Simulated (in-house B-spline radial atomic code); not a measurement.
**Sn⁹⁺: binding energies from hole states**

How tightly is each shell of Sn⁹⁺ bound, and how much do the other electrons relax when one leaves?

Program: in-house B-spline radial atomic code version 1. Level of theory: Dirac-Hartree-Fock, average of configuration, Fermi nucleus, basis-set limit. These are calculated values, not measurements, unless marked.

### Step 1. The atom as given

| Property | Result |
| --- | --- |
| element | tin (Z = 50) |
| charge | +9 |
| electrons | 41 |
| configuration | [Kr] 4d5 |
| Hamiltonian | Dirac-Coulomb |
| nucleus | Fermi, rms radius 4.652 fm |

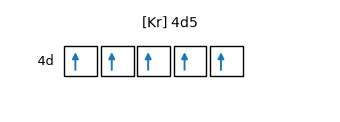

The shells outside the core, filled by Hund's rule for the drawing.

The boxes draw the filling by Hund's rule, which heavy ions in jj coupling don't follow; these runs average over all states of the configuration.

Settings, as recorded:

```ini
Z = 50
electrons = 41.0
configuration = [Kr] 4d5
hamiltonian = dirac
method = hf
spin_polarised = False
nucleus = fermi
rms_radius = 4.6519
mass_number = 120
atomic_mass = 119.902202557
speed_of_light = 137.035999084
```

The reference is known from an earlier run: -6151.522090 hartree in all. Up to eight levels, counted from the top:

```
orbital  occupation  energy (eV)  <r> (bohr)
  3p3/2           4      -907.02      0.3387
  3d3/2           4      -684.24      0.3109
  3d5/2           6      -675.34      0.3144
  4s1/2           2      -311.77      0.7929
  4p1/2           2      -264.42      0.8256
  4p3/2           4      -255.64      0.8475
  4d3/2           2      -183.89      0.9325
  4d5/2           3      -182.48      0.9402
```

### Step 2. The 3d3/2 hole

In configurations, a minus sign after the shell means j = l − 1/2 and a plus sign j = l + 1/2; the count of electrons follows.

Settings, as recorded:

```ini
Z = 50
electrons = 40.0
configuration = 1s2 2s2 2p6 3s2 3p6 3d-3 3d+6 4s2 4p6 4d5
hamiltonian = dirac
method = hf
spin_polarised = False
nucleus = fermi
rms_radius = 4.6519
mass_number = 120
atomic_mass = 119.902202557
speed_of_light = 137.035999084
```

### Step 3. The 3d5/2 hole

The settings differ from step 2 so:

```diff
@@ -2,3 +2,3 @@
 electrons = 40.0
-configuration = 1s2 2s2 2p6 3s2 3p6 3d-3 3d+6 4s2 4p6 4d5
+configuration = 1s2 2s2 2p6 3s2 3p6 3d-4 3d+5 4s2 4p6 4d5
 hamiltonian = dirac
```

### Step 4. The 4s hole

The settings differ from step 3 so:

```diff
@@ -2,3 +2,3 @@
 electrons = 40.0
-configuration = 1s2 2s2 2p6 3s2 3p6 3d-4 3d+5 4s2 4p6 4d5
+configuration = 1s2 2s2 2p6 3s2 3p6 3d10 4s1 4p6 4d5
 hamiltonian = dirac
```

### Step 5. The 4p1/2 hole

The settings differ from step 4 so:

```diff
@@ -2,3 +2,3 @@
 electrons = 40.0
-configuration = 1s2 2s2 2p6 3s2 3p6 3d10 4s1 4p6 4d5
+configuration = 1s2 2s2 2p6 3s2 3p6 3d10 4s2 4p-1 4p+4 4d5
 hamiltonian = dirac
```

### Step 6. The 4p3/2 hole

The settings differ from step 5 so:

```diff
@@ -2,3 +2,3 @@
 electrons = 40.0
-configuration = 1s2 2s2 2p6 3s2 3p6 3d10 4s2 4p-1 4p+4 4d5
+configuration = 1s2 2s2 2p6 3s2 3p6 3d10 4s2 4p-2 4p+3 4d5
 hamiltonian = dirac
```

### Step 7. The 4d hole

The settings differ from step 6 so:

```diff
@@ -2,3 +2,3 @@
 electrons = 40.0
-configuration = 1s2 2s2 2p6 3s2 3p6 3d10 4s2 4p-2 4p+3 4d5
+configuration = 1s2 2s2 2p6 3s2 3p6 3d10 4s2 4p6 4d4
 hamiltonian = dirac
```

Q: What does each hole state cost in eV, and how does that compare with the orbital energies or single holes?

The runs gave:

| hole | ΔSCF (eV) | with Breit, QED, recoil (eV) | −ε of the parent (eV) | −ε less ΔSCF (eV) |
| --- | --- | --- | --- | --- |
| 3d3/2 | 673.67 | 673.28 | 684.24 | 10.57 |
| 3d5/2 | 664.97 | 664.82 | 675.34 | 10.37 |
| 4s | 310.22 | 309.90 | 311.77 | 1.55 |
| 4p1/2 | 262.96 | 262.70 | 264.42 | 1.46 |
| 4p3/2 | 254.29 | 254.14 | 255.64 | 1.36 |
| 4d | 181.97 | 181.97 | - | - |

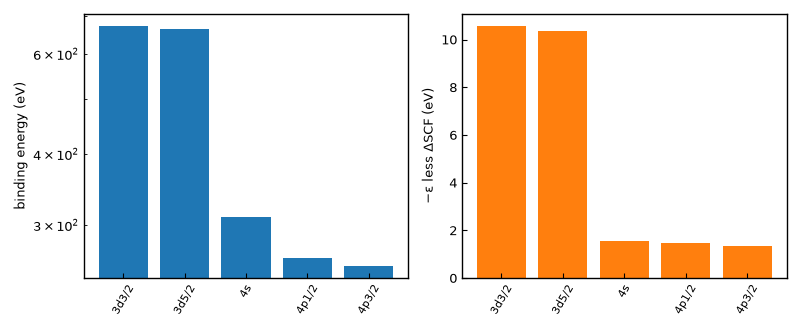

Binding energies (left) and their distance from the parent's orbital energies (right).

Relaxation of the remaining electrons brings each binding energy under −ε, by 10.6 eV for 3d3/2 and 1.36 eV for 4p3/2. The spin-orbit splitting of the 3d hole is 8.47 eV with those corrections. Two partly filled shells share a symmetry and can mix in the average, which may lower the energy, in these hole states: 3d3/2; 3d5/2. A dash stands where an open shell is averaged over j, so that no single parent level belongs to the hole. Values are for the free ion, measured from the vacuum level.
